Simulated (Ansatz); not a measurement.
Band structure of BaSrMg6 (Amm2, 8 atoms in the cell).

```
CELL_PARAMETERS angstrom
      5.38590     0.00000     0.00000
      0.00000     3.63718     6.41578
      0.00000    -3.63718     6.41578
ATOMIC_POSITIONS crystal
  Ba 0.50000 0.66810 0.66810
  Sr 0.50000 0.16814 0.16814
  Mg 0.50000 0.67213 0.16751
  Mg 0.50000 0.16751 0.67213
  Mg 0.00000 0.81384 0.30254
  Mg 0.00000 0.30254 0.81384
  Mg 0.00000 0.35321 0.35321
  Mg 0.00000 0.85452 0.85452
```

Method of the run: LDA (PW92), PAW files made with PBE (plane waves; Ansatz, a quantum-chemistry and plane-wave program).

Settings: basis.ecutwfc = 420 eV; kpoints.mp_grid.grid = 3 3 3; hamiltonian.xc = lda; hamiltonian.pseudopotentials = {kind: paw} (the program's default PAW files); scf.occupations.method = gaussian; scf.occupations.width = 0.05 eV; kpoints.band_path.npoints = 8.

The starting cell comes from a database of computed structures (which also holds hypothetical and non-ambient phases and stackings), without a prior relaxation at this level.

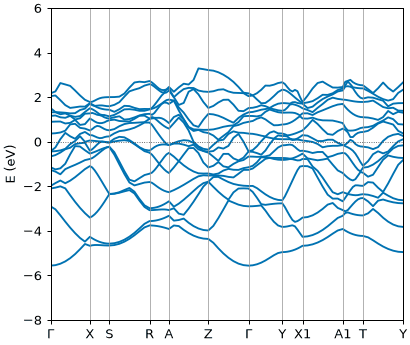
Fig. 1. Bands along the path, energies from the Fermi level.

Levels in eV from the Fermi level, bands 37 to 44:
```csv
point,37,38,39,40,41,42,43,44
Γ,-1.26,-1.14,-0.66,-0.44,-0.43,0.37,0.90,1.16
X,-0.77,-0.53,-0.40,0.06,0.30,0.51,1.05,1.27
S,-0.24,-0.22,-0.04,-0.02,0.24,0.51,0.97,1.04
R,-1.81,-1.43,-0.49,-0.40,0.86,1.03,1.04,1.25
A,-2.26,-1.40,-0.50,-0.15,-0.15,0.59,0.84,1.70
Z,-1.52,-1.42,-1.15,-0.49,-0.45,-0.35,0.39,0.54
Y,-0.81,-0.73,-0.16,0.11,0.26,0.37,0.78,1.30
X1,-0.77,-0.53,-0.40,0.06,0.30,0.51,1.05,1.27
A1,-2.26,-1.40,-0.50,-0.15,-0.15,0.59,0.84,1.70
T,-1.98,-1.39,-1.17,-1.08,-0.22,0.44,0.64,1.10
```

Bands cross the Fermi level along this path, so the cell is metallic at this level.

Keys are those of Ansatz 0.2.
